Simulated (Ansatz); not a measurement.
**Two runs on Cu2H2O2**

System: Cu2H2O2 ((CuOH)2 ring).
Method of the first run: RKS PBE0-D4/def2-TZVPD (Ansatz 0.2.0).

The geometry comes from this level: PBE-D4/def2-SVP. Text and figures count atoms from 1; the logs count them from 0 in places.

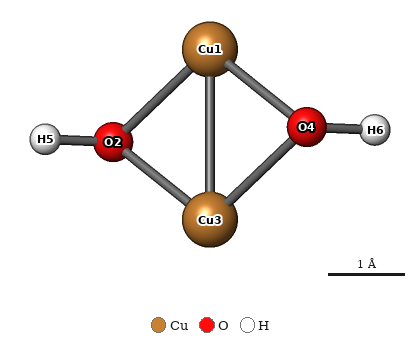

**Figure 1.** The structure as given in the input (ball-and-stick view, seen at a tilt; atoms are numbered from 1 in the order of the input). Sticks mark near contacts. Bond lengths as drawn: Cu–Cu 2.26 Å, Cu–O 1.99 Å and H–O 0.98 Å.

## Input file, the first run
```yaml
crystal:
  periodic: [false, false, false]
  atoms:
    - {symbol: Cu, position_ang: [0.879372, -0.143295, 0.695393]}
    - {symbol: O, position_ang: [-0.148784, 1.544429, 0.506024]}
    - {symbol: Cu, position_ang: [-0.880547, 0.142406, -0.693998]}
    - {symbol: O, position_ang: [0.149296, -1.544407, -0.506690]}
    - {symbol: H, position_ang: [-0.724283, 1.729467, 1.273196]}
    - {symbol: H, position_ang: [0.724955, -1.728610, -1.273924]}
basis:
  gaussian: {orbitals: def2-TZVPD, initial_orbitals: start.molden}
hamiltonian: {xc: pbe0, dispersion: d4}
scf: {omitted_lower_state_checks: [starts]}
output: {orbitals: {seedname: orbitals}}
```

Launched with:
```bash
ansatz run in.yaml --threads 2 --pin off --events-out ev --progress --plain --max-ram 4352MiB
```

Hardware: 2 threads of Arm Neoverse V2, 23 GiB of memory available, shared host.

## Output (the first run)
```
Functional definition: PBE0
  parameter a = 0.25
  parameter kappa = 0.804
  parameter beta = 0.06672455060314922
  exchange = (1 - a)*pbe_x(kappa = kappa, mu = beta*pi^2/3) + a*exact_x
  correlation = pbe_c(beta = beta)
these checks for a lower state are left out or cut short: starts
1566 factors; their error is unknown
mean field evaluation 1: about -93393.2828 eV, gradient 9.2e0 eV
mean field evaluation 2: about -93393.4335 eV, gradient 2.8e-1 eV
mean field evaluation 4: about -93393.6699 eV, gradient 2.7e-1 eV
mean field -93393.66996532 eV, -3432.1540667222 hartree, gradient 8.8e-5 eV, S^2 0.000000; 0 other end points of the search recorded, 0 dependent functions left out
reference -93393.67000701 eV, -3432.1540682543 hartree; 38, 38 occupied and 156, 156 virtual orbitals, 1566 factors
Total energy: -93393.78122704 eV, -3432.1581555153 hartree
Checks for a lower state left out: starts
```

For the second run the input was changed thus:
```diff
-hamiltonian: {xc: pbe0, dispersion: d4}
+hamiltonian: {xc: r2scan, dispersion: d4}
```

How does the second run compare with the first run?

The total energies belong to different models, so their difference says nothing on which is more stable or more accurate. The HOMO goes from −6.00 to −4.45 eV. The LUMO goes from −1.85 to −2.57 eV. On the same kind of shared host the second run took about 1.4 times as long.

## Output (the second run)
```
Functional definition: r2SCAN
  parameter k0 = 0.174
  parameter k1 = 0.065
  parameter a1 = 4.9479
  exchange = r2scan_x(k0 = k0, k1 = k1, a1 = a1)
  correlation = r2scan_c
these checks for a lower state are left out or cut short: starts
1408 factors; their error is unknown
mean field evaluation 1: about -93408.6307 eV, gradient 1.2e1 eV
mean field evaluation 2: about -93408.8583 eV, gradient 4.7e-1 eV
mean field evaluation 4: about -93408.8313 eV, gradient 2.7e-1 eV
mean field evaluation 8: about -93408.8313 eV, gradient 1.4e-5 eV
mean field -93408.83133912 eV, -3432.7112369326 hartree, gradient 1.4e-5 eV, S^2 0.000000; 0 other end points of the search recorded, 0 dependent functions left out
reference -93408.83135840 eV, -3432.7112376413 hartree; 38, 38 occupied and 156, 156 virtual orbitals, 1408 factors
Total energy: -93408.85924314 eV, -3432.7122623865 hartree
Checks for a lower state left out: starts
```

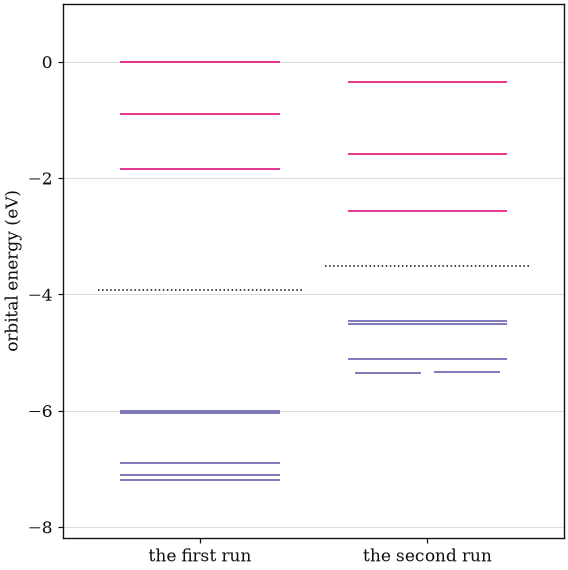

**Figure 2.** The five highest filled and three lowest empty orbital energies of the two runs; the dotted lines part filled from empty levels. The HOMO–LUMO gap is 4.15 eV in the first run and 1.88 eV in the second run.

## The two runs side by side

| quantity | the first run | the second run |
| --- | --- | --- |
| outcome | converged | converged |
| total energy (hartree) | −3432.158156 | −3432.712262 |
| HOMO (eV) | −6.00 | −4.45 |
| LUMO (eV) | −1.85 | −2.57 |
| basis functions | 194 | 194 |
| wall time (shared host) | 6 s | 8.5 s |
